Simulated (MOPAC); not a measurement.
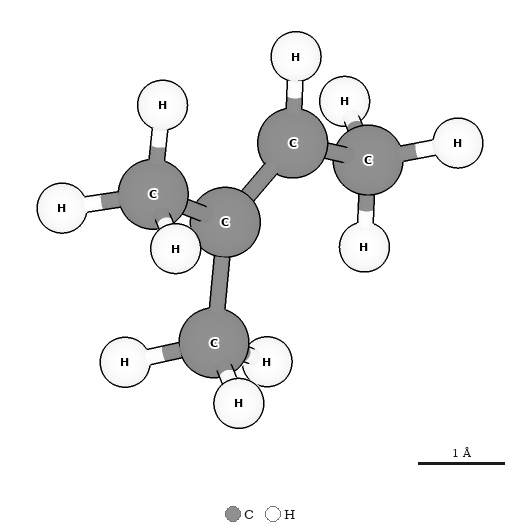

Fig. 1: The input geometry (ball-and-stick view, seen at a tilt).

# Run report: C₅H₁₀ (charge +1), single-point calculation

The run: single-point calculation of C₅H₁₀, charge +1, multiplicity 2. Method and program: PM7, unrestricted, dispersion built in (MOPAC 23.2.5).

The geometry was optimised with PM7.

## Input (run.mop)
```
PM7 DOUBLET UHF DISP CHARGE=1 1SCF THREADS=1 AUX(PRECISION=6)
C5H10 charge 1

C     -1.619587 +1     0.174885 +1     1.305284 +1
C     -0.297420 +1    -0.394651 +1     0.927334 +1
C      0.386515 +1    -0.120682 +1    -0.190901 +1
C      1.713441 +1    -0.761874 +1    -0.456380 +1
C     -0.062611 +1     0.813520 +1    -1.264479 +1
H     -2.366608 +1    -0.621807 +1     1.436547 +1
H     -1.553100 +1     0.721342 +1     2.257650 +1
H     -2.023060 +1     0.873715 +1     0.561678 +1
H      0.103181 +1    -1.091599 +1     1.664157 +1
H      1.693522 +1    -1.341434 +1    -1.389719 +1
H      2.505037 +1    -0.006349 +1    -0.556654 +1
H      2.021882 +1    -1.447939 +1     0.342593 +1
H      0.655607 +1     1.634655 +1    -1.399866 +1
H     -0.152383 +1     0.293814 +1    -2.228967 +1
H     -1.037904 +1     1.271878 +1    -1.055512 +1
```

Hardware: 1 thread of Arm Neoverse N1, 16 GiB of memory available, shared host.

Command:
```bash
mopac run.mop
```

## The program's output
```
MOPAC v23.2.5
PM7 CALCULATION RESULTS

 *  PM7        - The PM7 Hamiltonian to be used
 *  DOUBLET    - SPIN STATE DEFINED AS A DOUBLET
 *  UHF        - UNRESTRICTED HARTREE-FOCK CALCULATION
 *
 *
 *
 *                 CHARGE ON SYSTEM = +1
 *
 *
 *
 *  1SCF       - DO 1 SCF AND THEN STOP
 *  THREADS=1  - MULTI-THREADING NOT USED
 *  AUX        - OUTPUT AUXILIARY INFORMATION
 *  DISP       - PRINT DISPERSION AND HYDROGEN BOND ENERGIES
PM7 DOUBLET UHF DISP CHARGE=1 1SCF THREADS=1 AUX(PRECISION=6)
 C5H10 charge 1

   ATOM   CHEMICAL          X               Y               Z
  NUMBER   SYMBOL      (ANGSTROMS)     (ANGSTROMS)     (ANGSTROMS)

     1       C         -1.61958700  *   0.17488500  *   1.30528400  *
     2       C         -0.29742000  *  -0.39465100  *   0.92733400  *
     3       C          0.38651500  *  -0.12068200  *  -0.19090100  *
     4       C          1.71344100  *  -0.76187400  *  -0.45638000  *
     5       C         -0.06261100  *   0.81352000  *  -1.26447900  *
     6       H         -2.36660800  *  -0.62180700  *   1.43654700  *
     7       H         -1.55310000  *   0.72134200  *   2.25765000  *
     8       H         -2.02306000  *   0.87371500  *   0.56167800  *
     9       H          0.10318100  *  -1.09159900  *   1.66415700  *
    10       H          1.69352200  *  -1.34143400  *  -1.38971900  *
    11       H          2.50503700  *  -0.00634900  *  -0.55665400  *
    12       H          2.02188200  *  -1.44793900  *   0.34259300  *
    13       H          0.65560700  *   1.63465500  *  -1.39986600  *
    14       H         -0.15238300  *   0.29381400  *  -2.22896700  *
    15       H         -1.03790400  *   1.27187800  *  -1.05551200  *

          CARTESIAN COORDINATES

    NO.       ATOM           X           Y           Z

     1         C         -1.6196      0.1749      1.3053
     2         C         -0.2974     -0.3947      0.9273
     3         C          0.3865     -0.1207     -0.1909
     4         C          1.7134     -0.7619     -0.4564
     5         C         -0.0626      0.8135     -1.2645
     6         H         -2.3666     -0.6218      1.4365
     7         H         -1.5531      0.7213      2.2576
     8         H         -2.0231      0.8737      0.5617
     9         H          0.1032     -1.0916      1.6642
    10         H          1.6935     -1.3414     -1.3897
    11         H          2.5050     -0.0063     -0.5567
    12         H          2.0219     -1.4479      0.3426
    13         H          0.6556      1.6347     -1.3999
    14         H         -0.1524      0.2938     -2.2290
    15         H         -1.0379      1.2719     -1.0555

           Empirical Formula: C5 H10  =    15 atoms

      MOLECULAR POINT GROUP   :   Cs

 DOUBLET STATE CALCULATION

          UHF CALCULATION, NO. OF ALPHA ELECTRONS =   15
                           NO. OF BETA  ELECTRONS =   14

 -------------------------------------------------------------------------------
 PM7 DOUBLET UHF DISP CHARGE=1 1SCF THREADS=1 AUX(PRECISION=6)
 C5H10 charge 1

     1SCF WAS SPECIFIED, SO BFGS WAS NOT USED
     SCF FIELD WAS ACHIEVED

                              PM7 CALCULATION

          FINAL HEAT OF FORMATION =        189.11544 KCAL/MOL =     791.25901 KJ/MOL

          TOTAL ENERGY            =     -17077.84540 KCAL/MOL = ELECTRONIC ENERGY + CORE-CORE REPULSION
          ENERGY OF ATOMS         =      17267.75181 KCAL/MOL
                              SUM =        189.90641 KCAL/MOL
          DISPERSION ENERGY       =         -0.79096 KCAL/MOL
                              SUM =        189.11544 KCAL/MOL = FINAL HEAT OF FORMATION

          TOTAL ENERGY            =       -740.56547 EV
          ELECTRONIC ENERGY       =      -3092.34781 EV
          CORE-CORE REPULSION     =       2351.78235 EV
          COSMO AREA              =        127.65 SQUARE ANGSTROMS
          COSMO VOLUME            =        115.20 CUBIC ANGSTROMS

          IONIZATION POTENTIAL    =         16.020879 EV
          ALPHA SOMO LUMO (EV)    =        -16.021 -5.845
          BETA  SOMO LUMO (EV)    =        -17.597 -8.334
          NO. OF ALPHA ELECTRONS  =         15
          NO. OF BETA  ELECTRONS  =         14
          MOLECULAR WEIGHT        =         70.1340         POINT GROUP:  Cs

          MOLECULAR DIMENSIONS (Angstroms)

            Atom       Atom       Distance
            H    10    H     7     5.30084
            H     9    H    13     3.89944
            H    11    H     6     3.10598

          SCF CALCULATIONS        =          1

          WALL-CLOCK TIME         =      0.016 SECONDS
          COMPUTATION TIME        =      0.018 SECONDS

   ATOM   CHEMICAL          X               Y               Z
  NUMBER   SYMBOL      (ANGSTROMS)     (ANGSTROMS)     (ANGSTROMS)

     1       C         -1.61958700  *   0.17488500  *   1.30528400  *
     2       C         -0.29742000  *  -0.39465100  *   0.92733400  *
     3       C          0.38651500  *  -0.12068200  *  -0.19090100  *
     4       C          1.71344100  *  -0.76187400  *  -0.45638000  *
     5       C         -0.06261100  *   0.81352000  *  -1.26447900  *
     6       H         -2.36660800  *  -0.62180700  *   1.43654700  *
     7       H         -1.55310000  *   0.72134200  *   2.25765000  *
     8       H         -2.02306000  *   0.87371500  *   0.56167800  *
     9       H          0.10318100  *  -1.09159900  *   1.66415700  *
    10       H          1.69352200  *  -1.34143400  *  -1.38971900  *
    11       H          2.50503700  *  -0.00634900  *  -0.55665400  *
    12       H          2.02188200  *  -1.44793900  *   0.34259300  *
    13       H          0.65560700  *   1.63465500  *  -1.39986600  *
    14       H         -0.15238300  *   0.29381400  *  -2.22896700  *
    15       H         -1.03790400  *   1.27187800  *  -1.05551200  *

                             CARTESIAN COORDINATES

   1    C       -1.619587000     0.174885000     1.305284000
   2    C       -0.297420000    -0.394651000     0.927334000
   3    C        0.386515000    -0.120682000    -0.190901000
   4    C        1.713441000    -0.761874000    -0.456380000
   5    C       -0.062611000     0.813520000    -1.264479000
   6    H       -2.366608000    -0.621807000     1.436547000
   7    H       -1.553100000     0.721342000     2.257650000
   8    H       -2.023060000     0.873715000     0.561678000
   9    H        0.103181000    -1.091599000     1.664157000
  10    H        1.693522000    -1.341434000    -1.389719000
  11    H        2.505037000    -0.006349000    -0.556654000
  12    H        2.021882000    -1.447939000     0.342593000
  13    H        0.655607000     1.634655000    -1.399866000
  14    H       -0.152383000     0.293814000    -2.228967000
  15    H       -1.037904000     1.271878000    -1.055512000

           Empirical Formula: C5 H10  =    15 atoms

      MOLECULAR POINT GROUP   :   Cs

          ALPHA EIGENVALUES
 -35.91277 -32.03153 -30.02678 -28.02803 -23.81595 -21.80169 -21.07596 -20.93257
 -19.48358 -18.78375 -18.69411 -18.43817 -18.24435 -17.62854 -16.02088  -5.84538
  -2.30156  -1.86133  -1.56410  -1.36189  -0.19748   0.28762   0.39751   0.42783
   0.46523   0.49054   0.67502   1.51834   1.64702   1.81184

           BETA EIGENVALUES
 -35.67632 -31.92910 -29.94416 -27.80152 -23.67746 -21.70799 -20.82638 -20.42232
 -19.07507 -18.72521 -18.43272 -18.39958 -18.13667 -17.59706  -8.33400  -4.53394
  -2.18635  -1.71984  -1.45807  -1.16911  -0.09513   0.31296   0.46011   0.48758
   0.51181   0.55094   0.70865   1.54682   1.66812   1.83346

              NET ATOMIC CHARGES AND DIPOLE CONTRIBUTIONS

  ATOM NO.   TYPE          CHARGE      No. of ELECS.   s-Pop       p-Pop
    1          C          -0.471610        4.4716     1.05796     3.41365
    2          C           0.060379        3.9396     1.13991     2.79971
    3          C           0.289662        3.7103     1.13085     2.57949
    4          C          -0.501799        4.5018     1.06281     3.43899
    5          C          -0.495996        4.4960     1.06038     3.43562
    6          H           0.227161        0.7728     0.77284
    7          H           0.227284        0.7727     0.77272
    8          H           0.188546        0.8115     0.81145
    9          H           0.193592        0.8064     0.80641
   10          H           0.223995        0.7760     0.77601
   11          H           0.224193        0.7758     0.77581
   12          H           0.194620        0.8054     0.80538
   13          H           0.223754        0.7762     0.77625
   14          H           0.223620        0.7764     0.77638
   15          H           0.192601        0.8074     0.80740
 DIPOLE           X         Y         Z       TOTAL
 POINT-CHG.     0.028    -0.232     0.359     0.428
 HYBRID         0.019    -0.017     0.009     0.027
 SUM            0.046    -0.249     0.368     0.447

          ATOMIC ORBITAL ELECTRON POPULATIONS

     Atom    s        px        py        pz
    1  C   1.05796   1.03018   1.17432   1.20915
    2  C   1.13991   0.96285   0.87306   0.96380
    3  C   1.13085   0.91244   0.77239   0.89465
    4  C   1.06281   1.03846   1.17399   1.22654
    5  C   1.06038   1.20739   1.12342   1.10481
    6  H   0.77284
    7  H   0.77272
    8  H   0.81145
    9  H   0.80641
   10  H   0.77601
   11  H   0.77581
   12  H   0.80538
   13  H   0.77625
   14  H   0.77638
   15  H   0.80740

                    (SZ)    =    0.500000
                    (S**2)  =    0.751608

          ATOMIC ORBITAL SPIN POPULATIONS

    Atom   Total    s     px     py     pz
         Atomic
    1  C  0.0066 -0.003 -0.006  0.015  0.001
    2  C  0.5257  0.010  0.114  0.287  0.114
    3  C  0.3395  0.005  0.074  0.189  0.072
    4  C  0.0034 -0.002 -0.005  0.009  0.001
    5  C  0.0032 -0.002  0.002  0.007 -0.004
    6  H  0.0294  0.029
    7  H  0.0296  0.030
    8  H -0.0001 -0.000
    9  H -0.0151 -0.015
   10  H  0.0195  0.019
   11  H  0.0197  0.020
   12  H -0.0001 -0.000
   13  H  0.0194  0.019
   14  H  0.0193  0.019
   15  H -0.0001 -0.000

 *                    *
 * JOB ENDED NORMALLY *
 *                    *

 TOTAL JOB TIME:             0.03 SECONDS

 == MOPAC DONE ==
```

## Results in brief

| quantity | value |
| --- | --- |
| outcome | converged |
| total energy | −27.215279 hartree |
| dispersion energy | −0.001260 hartree |
| heat of formation | 189.12 kcal/mol |
| basis functions | 30 |
| ⟨S²⟩ | 0.752 |
| peak memory | 0.077 GiB |

MOPAC's energies along a path are heats of formation.
